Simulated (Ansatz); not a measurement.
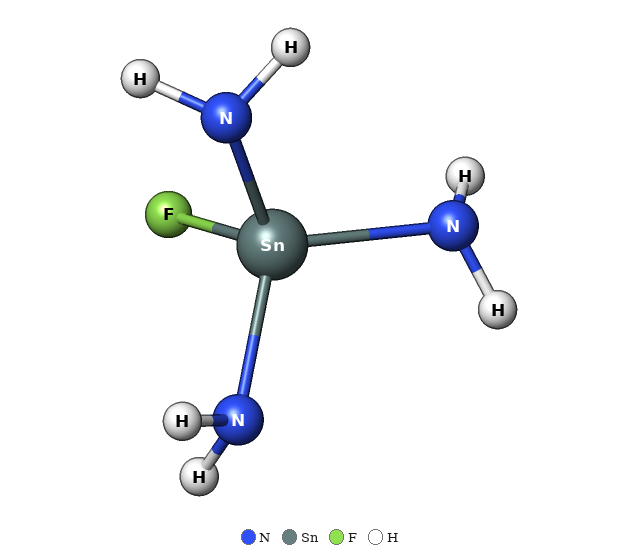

Harmonic vibrations computed with RKS PBE0-D4/def2-TZVP, core potentials on Sn (Ansatz 0.2.0) at a stationary point of the same level.

**Minimum or transition state?**

A minimum: no imaginary frequency, and the lowest mode lies at 88 cm⁻¹.

**List the wavenumbers.**

27 modes: 88, 90, 163, 163, 166, 188, 188, 238, 539, 545, 546, 594, 647, 655, 655, 838, 861, 861, 1564, 1564, 1566, 3549, 3549, 3549, 3646, 3646, 3646 cm⁻¹.
